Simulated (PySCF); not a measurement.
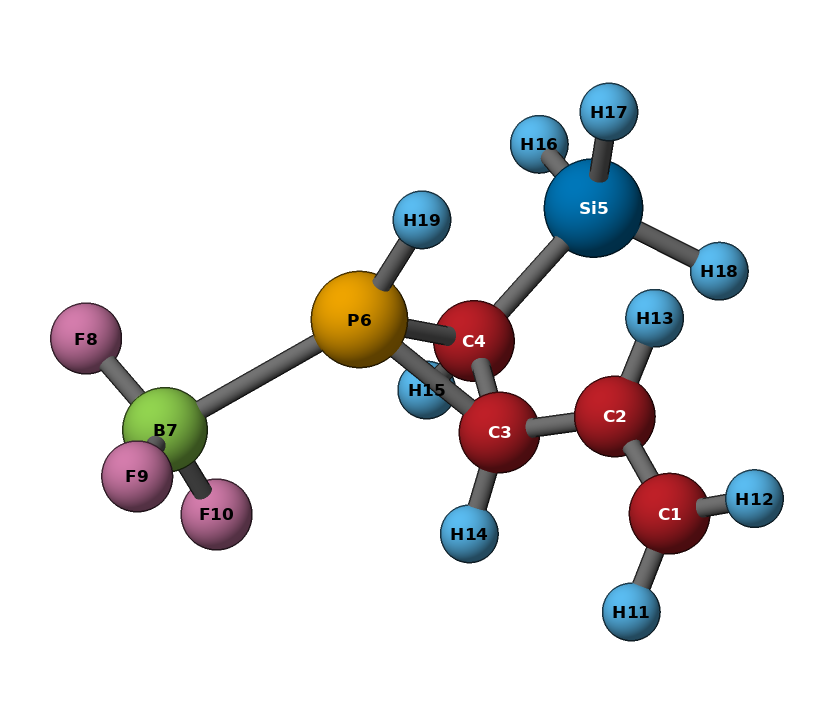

The computed structure is the end point of a GFN2-xTB optimisation. No frequency run is at hand to confirm it as a minimum. Method: GIAO PBE0/pcSseg-1 NMR shielding, non-relativistic, gas phase (PySCF 2.14.0). Principal shieldings σ11 ≤ σ22 ≤ σ33, span Ω = σ33 − σ11, skew κ = 3(σiso − σ22)/Ω.

Give the shielding tensors of the C atoms.

| atom | σ11 | σ22 | σ33 | σiso | Ω | κ |
| --- | --- | --- | --- | --- | --- | --- |
| C1 | −56.2 | 79.1 | 161.6 | 61.5 | 217.7 | −0.24 |
| C2 | −76.2 | 59.1 | 143.7 | 42.2 | 219.9 | −0.23 |
| C3 | 119.5 | 149.9 | 196.9 | 155.4 | 77.4 | 0.21 |
| C4 | 153.6 | 185.4 | 203.6 | 180.9 | 50.0 | −0.27 |

Shieldings and span in ppm.

The geometry is semi-empirical. Around B, P, Si such bond lengths and angles can be off by a tenth of an ångström or more and by several degrees, and values that hang on the shape move with them.
